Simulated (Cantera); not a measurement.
Charge: 1 mol V, 0.25 mol H2O, 2.2 mol H2, 0.00041 mol O2, equilibrated at 2.50 bar.

Cantera equilibrium calculation (NASA polynomials, part measured and part estimated; ideal gas, pure solids and liquids). Candidate condensed phases: H2O, V, VO, V2O3, V2O4, V2O5; 12 gas species. Each liquid is taken as pure. Mutual solubility and eutectic melting of coexisting phases are not modelled. VO: taken at fixed stoichiometry. Condensed phases not in the tables: N, O or C dissolved in the metal. Rates play no part.

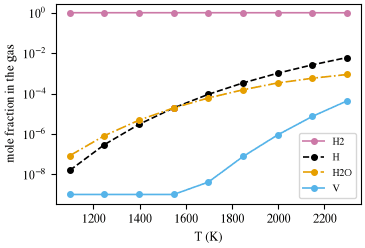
Fig. 1. Equilibrium gas composition (values under 1e-9 drawn at 1e-9)

From 1098 K to 1998 K the condensed part is V(s) + VO(s). At 2148 K the condensed part is V(s) + VO(l). At 2298 K the condensed part is V(l) + VO(l).
